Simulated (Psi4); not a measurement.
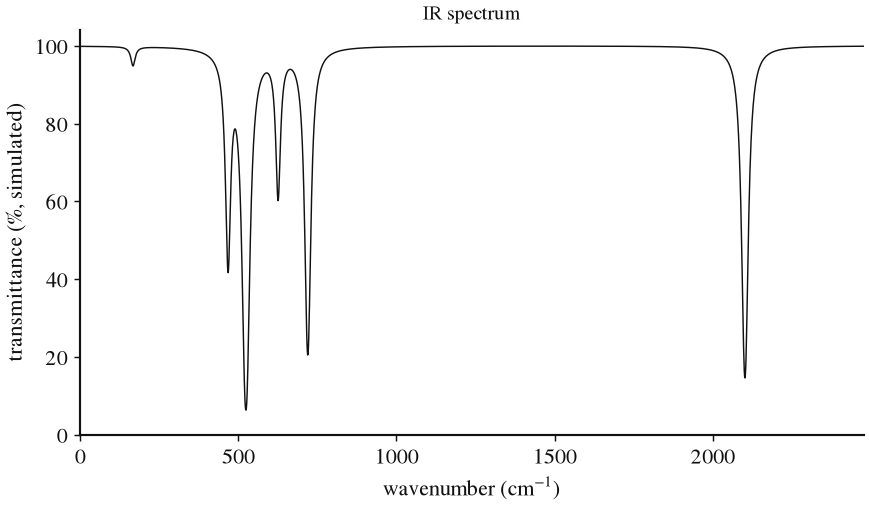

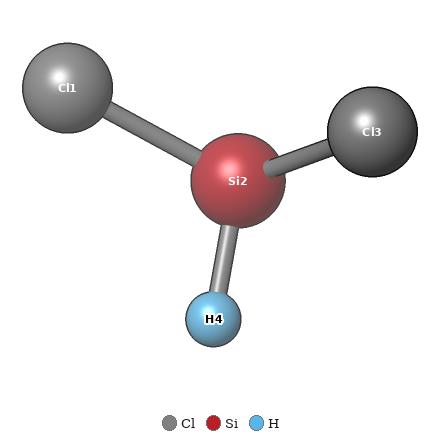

Infrared spectrum of SiHCl₂, SMILES Cl[SiH]Cl, doublet. Unscaled harmonic wavenumbers and double-harmonic intensities, BLYP/6-31+G(d) (dispersion D3(BJ)) in Psi4 1.11, at a geometry relaxed at this level, isolated molecule. Lorentzian lines of 16 cm⁻¹ full width. Close modes add up in the curve.

> Which lines are the most intense?

524.6 cm⁻¹ (147.3 km/mol), 2101.7 cm⁻¹ (103.3 km/mol) and 720.1 cm⁻¹ (84.7 km/mol).

> List the modes.

| cm⁻¹ | km/mol |
| --- | --- |
| 167.6 | 2.7 |
| 468.2 | 44.0 |
| 524.6 | 147.3 |
| 626.3 | 25.6 |
| 720.1 | 84.7 |
| 2101.7 | 103.3 |

Note: double-zeta basis.
